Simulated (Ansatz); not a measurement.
# NS (Mononitrogen monosulfide): U-r2SCAN0/STO-3G

Aim: the electronic atomisation energy of NS (Mononitrogen monosulfide) at U-r2SCAN0/STO-3G, from 3 runs. 

The calculation is run with Ansatz 0.2.0.

41 further runs of the same task are left out: 4 that didn't finish, 37 set aside as unsound or not needed.

## (1) Starting point

NS has 2 atoms, charge 0, and is taken as a doublet. As SMILES, `[N]=S`. The coordinates come from a GFN2-xTB relaxation.

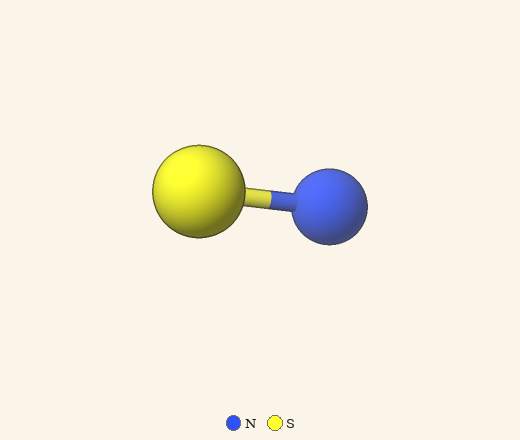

Viewed from a chosen angle; nitrogen blue, sulfur yellow.

## (2) A single-point energy at U-r2SCAN0/STO-3G

Input file in.yaml:

```yaml
crystal:
  periodic: [false, false, false]
  atoms:
    - symbol: N
      position_ang: [0.000000, 0.000000, 0.000000]
    - symbol: S
      position_ang: [0.000000, 0.000000, 1.463180]
basis:
  gaussian:
    orbitals: STO-3G
total_charge: 0
magnetization:
  spin_polarized: true
  initial_magnetization: 1
hamiltonian:
  xc: {name: r2SCAN0}
accuracy: high
```

Command:

```bash
$ ansatz run in.yaml --threads 1 --pin off --max-ram 2610MiB --events-out events.jsonl --progress --plain --runs-dir runs
```

The log of the run:

```text
Warning: RAYON_NUM_THREADS=1 ignored (pool sized by the plan → 1); use --threads N
Functional definition: r2SCAN0
  name "r2SCAN0"
  parameter a = 0.25
  parameter k0 = 0.174
  parameter k1 = 0.065
  parameter a1 = 4.9479
  exchange = (1 - a)*r2scan_x(k0 = k0, k1 = k1, a1 = a1) + a*exact_x
  correlation = r2scan_c
224 factors; integrals over basis functions are off by at most 2.2e-8 eV
mean field evaluation 1: about -12178.8416 eV, gradient 2.2e1 eV
mean field evaluation 2: about -12172.5007 eV, gradient 3.5e1 eV
mean field evaluation 4: about -12181.9158 eV, gradient 3.5e-1 eV
mean field evaluation 8: about -12181.9157 eV, gradient 9.4e-2 eV
mean field evaluation 16: about -12181.9158 eV, gradient 1.4e-5 eV
mean field -12181.91578083 eV, -447.6771477463 hartree, gradient 2.8e-8 eV, S^2 0.757117; 0 other end points of the search recorded, 0 dependent functions left out
reference -12181.91578105 eV, -447.6771477544 hartree; 12, 11 occupied and 2, 3 virtual orbitals, 224 factors
Total energy: -12181.91578105 eV, -447.6771477544 hartree
```

Run time: 2 s. Hardware: 1 thread of Intel Xeon Platinum 8375C at 2.90GHz (Ice Lake), shared host; peak memory 0.18 GiB.

## (3) The N atom

Input file input.yaml:

```yaml
crystal:
  periodic: [false, false, false]
  atoms:
    - {symbol: N, position_ang: [0.000000, 0.000000, 0.000000]}
basis:
  gaussian:
    orbitals: STO-3G
accuracy: high
magnetization:
  spin_polarized: true
  initial_magnetization: 3
hamiltonian:
  xc: {name: r2SCAN0}
```

Run the same way, it converges to -53.88331 Eh (log not shown).

## (4) The S atom, same level

Input file input.yaml:

```yaml
crystal:
  periodic: [false, false, false]
  atoms:
    - {symbol: S, position_ang: [0.000000, 0.000000, 0.000000]}
basis:
  gaussian: {orbitals: STO-3G}
hamiltonian: {xc: {name: r2SCAN0}}
accuracy: high
magnetization: {spin_polarized: true, initial_magnetization: 2}
total_charge: 0
```

Run the same way, it converges to -393.67269 Eh (log not shown).

## (5) Results

Level: U-r2SCAN0/STO-3G.

| quantity | value |
| --- | --- |
| molecule: total energy | -447.67715 Eh |
| molecule: ⟨S²⟩ | 0.757 |
| N atom: total energy | -53.88331 Eh |
| N atom: ⟨S²⟩ | 3.750 |
| S atom: total energy | -393.67269 Eh |
| S atom: ⟨S²⟩ | 2.000 |
| electronic atomisation energy | 3.296 eV |

Taking the molecule apart into free atoms costs 3.30 eV (76 kcal/mol), before zero-point energy and without spin-orbit coupling. In a minimal basis such a difference can be off by several eV, whatever the method.
